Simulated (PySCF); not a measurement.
O2 (charge −1, doublet)

```yaml
atoms:
  - { symbol: O, position_ang: [0.0000, 0.0000, -0.6600] }
  - { symbol: O, position_ang: [0.0000, 0.0000, 0.6600] }
```

Level of theory: PBE0/def2-SVPD, non-relativistic Hamiltonian with scalar-relativistic core potentials where named, at a bond length of 1.320 Å in PySCF.

What will maps of the electron density, electron localisation function and spin density show?

Answer. O–O (1.32 Å): ρ is about 2.7 e/Å³ halfway; the ELF peaks at about 0.80 between the atoms, as expected for a covalent bond.
The unpaired spin (1 electron) lies mostly on O1 (about 0.5) and O2 (about 0.5), in electrons by Hirshfeld's partition.

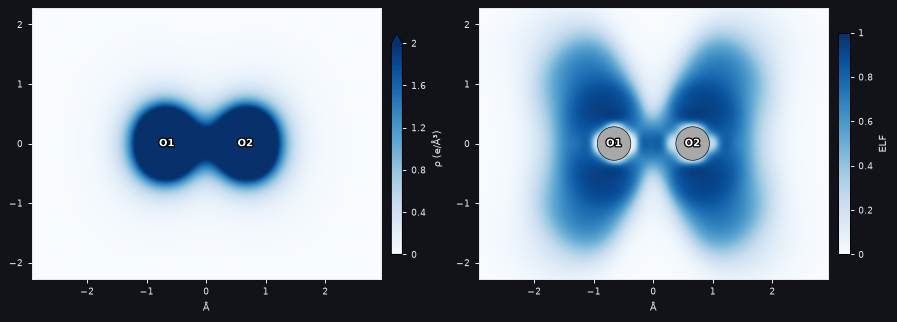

Computed electron density and electron localisation function on a plane that holds the molecular axis, in this order. Grey discs cover the atomic cores in the ELF map. 
